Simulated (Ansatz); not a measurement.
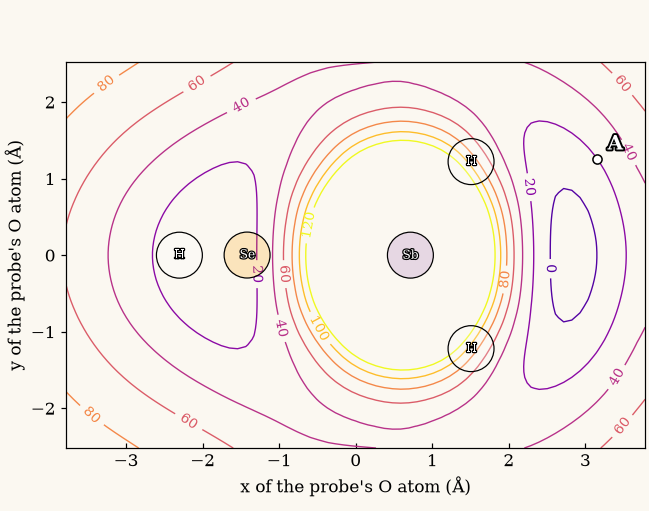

H₃SbSe (SMILES [SeH][SbH2]) with the probe H2O. The probe is moved over a plane parallel to the molecule's main plane, 3.44 Å above it. Coordinates scanned: (1) x of the probe's O atom; (2) y of the probe's O atom. Nothing is relaxed (molecule and probe rigid, the probe upright with O nearest the plane). Grid: 13 × 9 points. Points are written as (first, second). All energies are given in meV relative to the lowest grid point. All numbers below come from RKS PBE-D4/def2-SVPD in Ansatz.

The picture shows contour lines labelled in meV (none above 120), labelled circles for the molecule's atoms, projected on the plane, the point A. Between grid points the surface is interpolated.

Is A at rest? If not, where is it pushed?

A, at (3.15 Å, 1.26 Å), is not a stationary point. The computed force is 0.046 eV/Å in the plane, pointing down and left in the picture (components −0.036 and −0.028 eV/Å).
